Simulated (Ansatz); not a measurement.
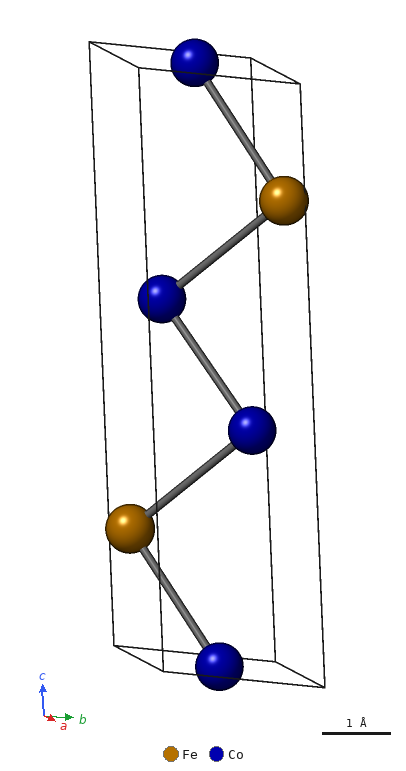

The crystal in a ball-and-stick representation, seen slightly off an axis. The cell (the run's own, in a reduced setting) is outlined; an atom on or near a face, edge or corner is repeated at each equivalent position.

```yaml
crystal:
  lattice:
    - [0.00000, -2.53311, 0.00000]
    - [2.53311, 0.00000, 0.00000]
    - [-1.26655, 1.26655, 8.80058]
  atoms:
    - { symbol: Fe, position: [0.89977, 0.89977, 0.79954] }
    - { symbol: Fe, position: [0.10023, 0.10023, 0.20046] }
    - { symbol: Co, position: [0.70263, 0.70263, 0.40526] }
    - { symbol: Co, position: [0.29737, 0.29737, 0.59474] }
    - { symbol: Co, position: [0.50000, 0.50000, 0.00000] }
```

Run with Ansatz, DFT PBE, scalar-relativistic, plane waves, PAW and these settings: wavefunction cutoff 420 eV, k-points about 0.18 Å⁻¹ apart, Gaussian smearing of 0.1 eV, collinear spins. The state is ferromagnetic.

Question: What net charge does each kind of atom have (Bader)?

Answer: Fe +0.16 e; Co -0.16 to -0.08 e. Little charge moves, as in a metallic or covalent solid.

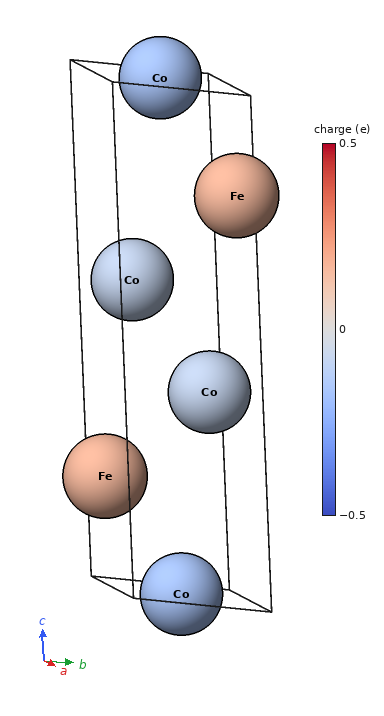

The atoms coloured by those charges.

Its origin is a structure type filled with these elements by a generator (whether the compound takes this form wasn't checked). Earlier steps of the study, as a rule a relaxation of our own, may have changed the cell and positions, so they can lie some per cent off the listed ones. An electronic-structure calculation with Ansatz was run on it.
